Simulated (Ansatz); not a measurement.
# singlet CF+: levels of theory compared

We compute a comparison of 6 runs (HF/3-21G, B3LYP/6-31G*, B2PLYP/cc-pVTZ, CAM-B3LYP/cc-pVTZ, PBE-QIDH/cc-pVTZ, BCCD(T)/cc-pVTZ) of singlet CF+. 

The results are computed with Ansatz 0.2.0.

36 further runs of the same task are left out: 36 set aside as unsound or not needed.

**1. Starting point**

The species is CF+ (2 atoms), meant as a singlet with charge +1. SMILES of the parent species: `[C]F`. The shape is that of a PBE0-D4/def2-TZVP optimisation. That shape belongs to the parent species and isn't relaxed for this state.

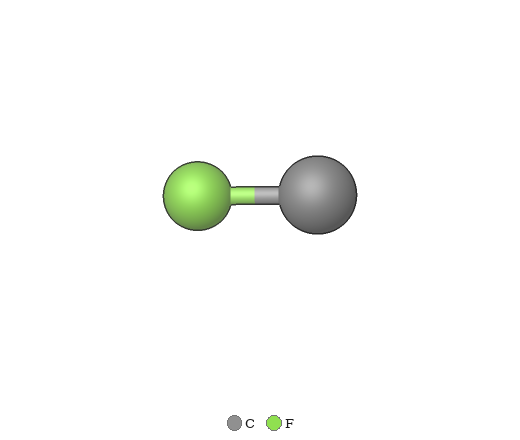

Viewed from a chosen angle; carbon grey, fluorine green.

**2. A single-point energy at HF/3-21G (run 1)**

input.yaml reads:

```yaml
crystal:
  periodic: [false, false, false]
  atoms:
    - {symbol: C, position_ang: [-0.000000, 0.000000, 0.003080]}
    - {symbol: F, position_ang: [0.000000, -0.000000, 1.271320]}
basis:
  gaussian:
    orbitals: 3-21G.json
total_charge: 1
hamiltonian:
  xc: hf
accuracy: high
output: {orbitals: {seedname: orbitals}}
```

The basis set 3-21G is read from a file made from the Basis Set Exchange's data (not shown).

Launch:

```
$ ansatz run input.yaml --threads 1 --pin off --max-ram 3480MiB --events-out events.jsonl --progress --plain --runs-dir runs
```

Standard output:

```text
Warning: RAYON_NUM_THREADS=1 ignored (pool sized by the plan → 1); use --threads N
Functional definition: HF
  name "HF"
  exchange = exact_x
  correlation = 0
333 factors; integrals over basis functions are off by at most 2.7e-9 eV
mean field evaluation 1: about -3697.2004 eV, gradient 5.6e1 eV
mean field evaluation 2: about -3697.1964 eV, gradient 5.6e1 eV
mean field evaluation 4: about -3702.5508 eV, gradient 2.4e0 eV
mean field evaluation 8: about -3702.5791 eV, gradient 3.3e-1 eV
mean field evaluation 16: about -3702.5797 eV, gradient 7.3e-9 eV
mean field -3702.57967139 eV, -136.0672932249 hartree, gradient 7.6e-9 eV, S^2 0.000000; 0 other end points of the search recorded, 0 dependent functions left out
reference -3702.57967139 eV, -136.0672932249 hartree; 7, 7 occupied and 11, 11 virtual orbitals, 333 factors
Total energy: -3702.57967139 eV, -136.0672932249 hartree
```

It took 0.08 s on 1 thread of Arm Neoverse V1, shared host.

**3. A single-point energy at B3LYP/6-31G(d) (Cartesian functions) (run 2)**

in.yaml reads:

```yaml
crystal:
  periodic: [false, false, false]
  atoms:
    - {symbol: C, position_ang: [-0.000000, 0.000000, 0.003080]}
    - {symbol: F, position_ang: [0.000000, -0.000000, 1.271320]}
basis:
  gaussian:
    orbitals: "6-31G*"
total_charge: 1
hamiltonian:
  xc: {name: B3LYP}
accuracy: high
output: {orbitals: {seedname: orbitals}}
```

Launch:

```
$ ansatz run in.yaml --threads 1 --pin off --max-ram 3480MiB --events-out events.jsonl --progress --plain --runs-dir runs
```

Standard output:

```text
Warning: RAYON_NUM_THREADS=1 ignored (pool sized by the plan → 1); use --threads N
Functional definition: B3LYP
  name "B3LYP"
  parameter a0 = 0.2
  parameter ax = 0.72
  parameter ac = 0.81
  exchange = (1 - a0 - ax)*slater_x + ax*b88_x + a0*exact_x
  correlation = (1 - ac)*vwn_rpa_c + ac*lyp_c
523 factors; integrals over basis functions are off by at most 3.1e-9 eV
mean field evaluation 1: about -3729.3529 eV, gradient 8.0e1 eV
mean field evaluation 2: about -3614.6551 eV, gradient 2.5e2 eV
mean field evaluation 4: about -3739.4897 eV, gradient 2.3e0 eV
mean field evaluation 8: about -3739.4993 eV, gradient 7.9e-2 eV
mean field evaluation 16: about -3739.4993 eV, gradient 3.9e-8 eV
mean field -3739.49928675 eV, -137.4240640644 hartree, gradient 3.8e-8 eV, S^2 0.000000; 0 other end points of the search recorded, 0 dependent functions left out
reference -3739.49930364 eV, -137.4240646851 hartree; 7, 7 occupied and 23, 23 virtual orbitals, 523 factors
Total energy: -3739.49930364 eV, -137.4240646851 hartree
```

It took 0.6 s on 1 thread of Arm Neoverse V1, shared host.

Runs 3 to 4 aren't shown in full; the table further down has their settings and results.

**4. The energy at PBE-QIDH/cc-pVTZ (run 5)**

run.yaml reads:

```yaml
crystal:
  periodic: [false, false, false]
  atoms:
    - {symbol: C, position_ang: [-0.000000, 0.000000, 0.003080]}
    - {symbol: F, position_ang: [0.000000, -0.000000, 1.271320]}
basis:
  gaussian:
    orbitals: cc-pVTZ
output: {orbitals: {seedname: orbitals}}
accuracy: high
hamiltonian:
  xc: {name: PBE-QIDH}
correlation:
  frozen_orbitals: {C: 1, F: 1}
total_charge: 1
```

Launch:

```
$ ansatz run run.yaml --threads 1 --pin off --max-ram 3480MiB --events-out events.jsonl --progress --plain --runs-dir runs
```

Standard output (excerpt; [...] marks lines left out):

```text
Warning: RAYON_NUM_THREADS=1 ignored (pool sized by the plan → 1); use --threads N
Functional definition: PBE-QIDH
  name "PBE-QIDH"
[...]
854 factors; integrals over basis functions are off by at most 2.9e-9 eV
[...]
mean field -3732.68555611 eV, -137.1736640819 hartree, gradient 5.5e-8 eV, S^2 0.000000; 0 other end points of the search recorded, 0 dependent functions left out
2 core orbitals not correlated: weight in the atoms' cores, before any rotation towards them, 1.000 or more for the frozen orbitals, at most 0.000 for the correlated occupied ones
reference -3732.68555660 eV, -137.1736640997 hartree; 5, 5 occupied and 53, 53 virtual orbitals, 854 factors
second order -11.19772270 eV of doubles, -0.00000000 eV of singles
Total energy: -3736.41813083 eV, -137.3108336728 hartree
```

It took 1.5 s on 1 thread of Arm Neoverse V1, shared host; peak memory 0.1 GiB.

**5. A single-point energy at BCCD(T)/cc-pVTZ (run 6)**

in.yaml reads:

```yaml
crystal:
  periodic: [false, false, false]
  atoms:
    - symbol: C
      position_ang: [-0.000000, 0.000000, 0.003080]
    - symbol: F
      position_ang: [0.000000, -0.000000, 1.271320]
basis:
  gaussian: {orbitals: cc-pVTZ}
scf: {omitted_lower_state_checks: [cluster_reference, increment]}
total_charge: 1
accuracy: high
correlation: {method: bccd_t, frozen_orbitals: {C: 1, F: 1}}
```

Launch:

```
$ ansatz run in.yaml --threads 1 --pin off --max-ram 3480MiB --events-out events.jsonl --progress --plain --runs-dir runs
```

Standard output:

```text
Warning: RAYON_NUM_THREADS=1 ignored (pool sized by the plan → 1); use --threads N
[... 11 lines left out ...]
2 core orbitals not correlated: weight in the atoms' cores, before any rotation towards them, 1.000 or more for the frozen orbitals, at most 0.000 for the correlated occupied ones
[... 25 lines left out ...]
Total energy: -3735.09482410 eV, -137.2622030475 hartree
Checks for a lower state left out: cluster_reference, increment
```

It took 1.8 s on 1 thread of Arm Neoverse V1, shared host; peak memory 0.2 GiB.

**6. Overview of the runs**

| run | level | Cartesian functions | frozen core orbitals | energy (Eh) | HOMO energy (eV) | LUMO energy (eV) | HOMO–LUMO gap (eV) | wall time |
| --- | --- | --- | --- | --- | --- | --- | --- | --- |
| 1 | HF/3-21G | no | – | -136.067293 | -26.93 | -8.90 | 18.03 | 0.08 s |
| 2 | B3LYP/6-31G* (Cartesian functions) | yes | – | -137.424065 | -22.05 | -13.70 | 8.35 | 0.6 s |
| 3 | B2PLYP/cc-pVTZ | no | 2 | -137.398075 | -24.08 | -11.54 | 12.54 | 1.4 s |
| 4 | CAM-B3LYP/cc-pVTZ | no | – | -137.428335 | -23.93 | -12.06 | 11.88 | 1.2 s |
| 5 | PBE-QIDH/cc-pVTZ | no | 2 | -137.310834 | -25.24 | -10.63 | 14.61 | 1.5 s |
| 6 | BCCD(T)/cc-pVTZ | no | 2 | -137.262203 | – | – | – | 1.8 s |

**7. What came out**

| quantity | value |
| --- | --- |
| run 6: total energy | -137.26220 Eh |
| run 6: correlation energy (2 core orbitals frozen) | -387.4 mEh |
| run 6: (T) correction | -20.02 mEh |

In words: Over runs 1, 2, 3, 4, 5 the HOMO–LUMO gap runs from 8.35 eV (B3LYP/6-31G*) to 18.03 eV (HF/3-21G). The two ends differ in method and basis. Totals of different functionals can't be ranked against each other. All runs together took 6.7 s, the longest 1.8 s.
